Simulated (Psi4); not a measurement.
# TPSSh/def2-TZVP run of PH3S (SMILES [PH3]=S)

Aim: the energy change on altering one bond length of PH3S at TPSSh/def2-TZVP, from 2 runs. 

Program for the calculation: Psi4 1.11.

3 further runs of the same task are left out: 3 that didn't finish.

## 1. The molecule

The species is PH3S (5 atoms), meant as a singlet with charge 0. As SMILES, `[PH3]=S`. The coordinates come from a GFN2-xTB relaxation.

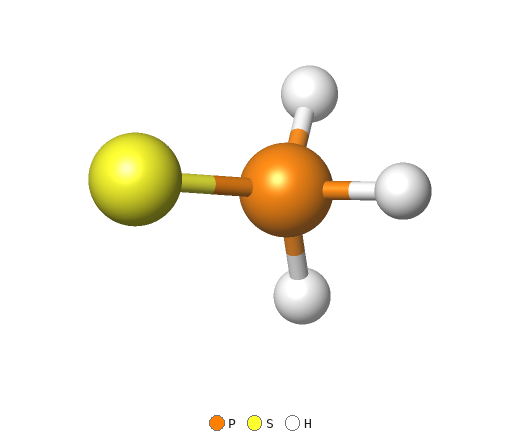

The structure, seen from a chosen angle (phosphorus orange, sulfur yellow, hydrogen white).

## 2. The energy at TPSSh/def2-TZVP

Contents of h3ps.in:

```
memory 1.6 GB

molecule {
  0 1
  P
  S 1 1.913959
  H 1 1.394277 2 118.24908
  H 1 1.394265 3 99.55814 2 129.40777
  H 1 1.394187 4 99.41518 3 -101.32845
  units angstrom
  symmetry c1
  no_reorient
  no_com
}

set basis def2-TZVP
set reference rks
set puream true
set e_convergence 1e-09
set d_convergence 1e-08
set scf_type pk
set dft_radial_points 99
set dft_spherical_points 590

result, w = energy('tpssh', return_wfn=True)
oeprop(w, 'MULLIKEN_CHARGES', 'LOWDIN_CHARGES', 'DIPOLE')
```

Started as:

```bash
$ psi4 -i h3ps.in -o h3ps.out -n 1
```

h3ps.out:

```text
[...]
  Running in c1 symmetry.
[...]
  Nuclear repulsion =   93.089252985908132
[...]
  Multiplicity = 1
[...]
  Nalpha       = 17
  Nbeta        = 17
[...]
    Number of basis functions: 92
[...]
   @RKS iter   1:  -741.31715843292454    1.29840e-02   5.91969e-03 DIIS/ADIIS
[...]
   @RKS iter  10:  -741.41092101354900   -4.54747e-12   3.15677e-09 DIIS
[...]
    Orbital Energies [Eh]
    ---------------------
    Doubly Occupied:
       1A    -88.675406     2A    -76.999792     3A     -7.823696
       4A     -6.551643     5A     -5.774858     6A     -5.767150
       7A     -5.767149     8A     -4.700492     9A     -4.700489
      10A     -4.699175    11A     -0.742124    12A     -0.602312
      13A     -0.431571    14A     -0.431317    15A     -0.362928
      16A     -0.234920    17A     -0.234897
[...]
  @RKS Final Energy:  -741.41092101354900
   => Energetics <=
    Nuclear Repulsion Energy =             93.0892529859081321
    One-Electron Energy =               -1209.1668665563393006
    Two-Electron Energy =                 419.9545119664356889
    DFT Exchange-Correlation Energy =     -45.2878194095535420
    Empirical Dispersion Energy =           0.0000000000000000
    VV10 Nonlocal Energy =                  0.0000000000000000
    Total Energy =                       -741.4109210135490002
[...]
 Multipole Moments:
 ------------------------------------------------------------------------------------
     Multipole            Electronic (a.u.)      Nuclear  (a.u.)        Total (a.u.)
 ------------------------------------------------------------------------------------
 L = 1.  Multiply by 2.5417464519 to convert [e a0] to [Debye]
 Dipole X            :         -0.0023135            0.0020519           -0.0002616
 Dipole Y            :          0.0022902           -0.0020932            0.0001970
 Dipole Z            :          2.1715741           -3.5257166           -1.3541425
 Magnitude           :                                                    1.3541425
[...]
  Mulliken Charges: (a.u.)
   Center  Symbol    Alpha    Beta     Spin     Total
       1     P     7.41444  7.41444  0.00000  0.17112
       2     S     8.19414  8.19414  0.00000 -0.38829
       3     H     0.46379  0.46379  0.00000  0.07242
       4     H     0.46380  0.46380  0.00000  0.07241
       5     H     0.46383  0.46383  0.00000  0.07234
   Total alpha = 17.00000, Total beta = 17.00000, Total charge = -0.00000
  Lowdin Charges: (a.u.)
   Center  Symbol    Alpha    Beta     Spin     Total
       1     P     7.41800  7.41800  0.00000  0.16400
[...]
```

Wall time 48 s (1 thread of AMD EPYC 7R43 (Zen 3), shared host); peak memory 0.89 GiB.

## 3. The distorted shape

Contents of h3ps.json:

```json
{
 "schema_name": "qcschema_input",
 "schema_version": 1,
 "molecule": {
  "schema_name": "qcschema_molecule",
  "schema_version": 2,
  "symbols": ["P", "S", "H", "H", "H"],
  "geometry": [-2.82816034, 2.10674983, -2.48811735, 2.38424855, -1.77849684, 2.09997705, -5.048135, 2.99214321, -1.37907488, -3.84934944, 0.84067112, -4.56086345, -2.03109276, 4.31580188, -3.68229198],
  "molecular_charge": 0,
  "molecular_multiplicity": 1,
  "fix_symmetry": "c1"
 },
 "driver": "energy",
 "model": {
  "method": "tpssh",
  "basis": "def2-TZVP"
 },
 "keywords": {
  "puream": true,
  "e_convergence": 1e-09,
  "d_convergence": 1e-08,
  "scf_type": "pk",
  "dft_radial_points": 99,
  "dft_spherical_points": 590
 }
}
```

Started as:

```bash
$ psi4 --qcschema h3ps.json -n 1 --memory 1600MB
```

stdout:

```text
[...]
  Running in c1 symmetry.
[...]
  Nuclear repulsion =   53.044682658111988
[...]
  Multiplicity = 1
[...]
  Nalpha       = 17
  Nbeta        = 17
[...]
    Number of basis functions: 92
[...]
   @RKS iter   1:  -741.16643224715187   -4.32925e-01   5.57385e-03 DIIS/ADIIS
[...]
   @RKS iter  12:  -741.24252135275356   -4.54747e-12   9.94621e-09 DIIS
[...]
    Orbital Energies [Eh]
    ---------------------
    Doubly Occupied:
       1A    -88.747581     2A    -76.952829     3A     -7.888434
       4A     -6.510806     5A     -5.851979     6A     -5.826445
       7A     -5.826445     8A     -4.659812     9A     -4.659810
      10A     -4.655838    11A     -0.658512    12A     -0.634429
      13A     -0.413608    14A     -0.413355    15A     -0.280970
      16A     -0.236019    17A     -0.236019
[...]
  @RKS Final Energy:  -741.24252135275356
   => Energetics <=
    Nuclear Repulsion Energy =             53.0446826581119879
    One-Electron Energy =               -1128.9541332450880873
    Two-Electron Energy =                 379.7759484398854966
    DFT Exchange-Correlation Energy =     -45.1090192056628752
    Empirical Dispersion Energy =           0.0000000000000000
    VV10 Nonlocal Energy =                  0.0000000000000000
    Total Energy =                       -741.2425213527535561
[...]
 Multipole Moments:
 ------------------------------------------------------------------------------------
     Multipole            Electronic (a.u.)      Nuclear  (a.u.)        Total (a.u.)
 ------------------------------------------------------------------------------------
 L = 1.  Multiply by 2.5417464519 to convert [e a0] to [Debye]
 Dipole X            :          2.8395616           -3.6667497           -0.8271881
 Dipole Y            :         -2.1198318            2.7362973            0.6164655
 Dipole Z            :          2.5025743           -3.2307007           -0.7281265
 Magnitude           :                                                    1.2627106
[...]
```

The result, in JSON:

```text
{
 "driver": "energy",
 "model": {
  "method": "tpssh",
  "basis": "def2-TZVP"
 },
 "success": true,
 "return_result": -741.2425213527536,
 "properties": {
  "calcinfo_nbasis": 92,
  "calcinfo_nmo": 92,
  "calcinfo_nalpha": 17,
  "calcinfo_nbeta": 17,
  "calcinfo_natom": 5,
  "nuclear_repulsion_energy": 53.04468265811199,
  "return_energy": -741.2425213527536,
  "scf_one_electron_energy": -1128.954133245088,
  "scf_two_electron_energy": 379.7759484398855,
  "scf_xc_energy": -45.109019205662875,
  "scf_dipole_moment": [-0.8271881084684098, 0.6164655380297868, -0.7281264681516562],
  "scf_total_energy": -741.2425213527536,
  "scf_iterations": 12
 }
}
```

It took 49 s on 1 thread of AMD EPYC 7R43 (Zen 3), shared host; peak memory 0.79 GiB.

## 4. What came out

Level: TPSSh/def2-TZVP.

| quantity | value |
| --- | --- |
| first shape: total energy | -741.41092 Eh |
| first shape: dipole moment | 3.44 D |
| first shape: HOMO energy | -6.39 eV |
| first shape: LUMO energy | -0.23 eV |
| first shape: HOMO–LUMO gap | 6.16 eV |
| distorted shape: total energy | -741.24252 Eh |
| distorted shape: dipole moment | 3.21 D |
| distorted shape: HOMO energy | -6.42 eV |
| distorted shape: LUMO energy | -6.12 eV |
| distorted shape: HOMO–LUMO gap | 0.30 eV |
| energy change with the P1–S2 bond stretched from 1.914 to 4.211 Å | 4.582 eV |

In words: One bond (distorted shape) is far stretched, which a spin-restricted single reference describes badly; a broken-symmetry solution may lie lower. With the P1–S2 bond stretched from 1.914 to 4.211 Å the energy rises by 4.58 eV (106 kcal/mol). The first shape isn't relaxed at this level, so the change isn't measured from a minimum. A restricted reference can't describe the breaking bond well at this length.
